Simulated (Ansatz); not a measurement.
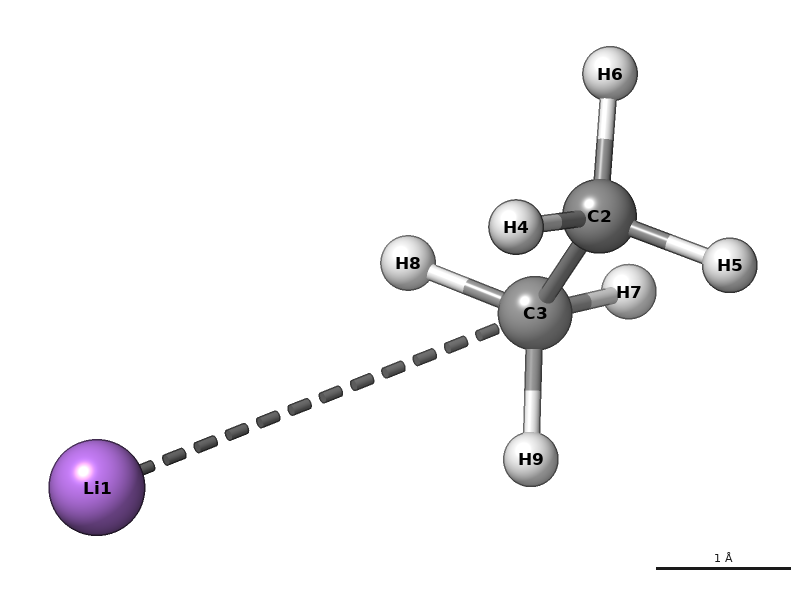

Two molecules or ions; the broken line marks their closest contact (measured against van der Waals radii). State: charge +1, singlet. Geometry: a pair of rigid molecules at a changed separation. Program: Ansatz 0.2.0.

Question: Which two species are they?

Answer: Li and C2H6 (`CC.[Li+]`).

Question: How long is the contact?

Answer: Li1···C3 is 4.18 Å.

Give the counterpoise-corrected interaction energy (kJ/mol, monomers kept as in the pair) with RHF-CCSD(T) (frozen core)/def2-TZVPPD; ωB97M-V/def2-TZVPPD.

```csv
level,interaction energy (kJ/mol)
RHF-CCSD(T) (frozen core)/def2-TZVPPD,−11.4
ωB97M-V/def2-TZVPPD,−12.1
```
